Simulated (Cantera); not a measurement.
Feed: 1 mol AlCl3, 4.5 mol HCl, 110 mol N2, held at 11.0 Pa.

These are equilibrium values from Cantera (NASA tables, ideal gas, pure condensed phases), not measurements of a reactor. Candidate condensed phases: Al, AlCl3, AlN, NH4Cl; 20 gas species. The tables' values for AlCl2 are old estimates; treat these amounts as uncertain. The numbers say what is thermodynamically allowed, not how fast it happens.

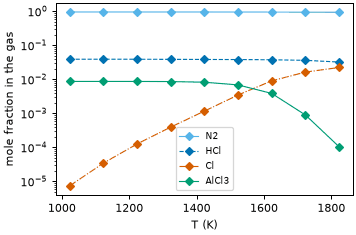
*Equilibrium gas composition (values under 1e-9 drawn at 1e-9)*

From 1023 K to 1823 K nothing is condensed. The main Al-bearing gas is AlCl3 at 1023 K and AlCl at 1823 K.
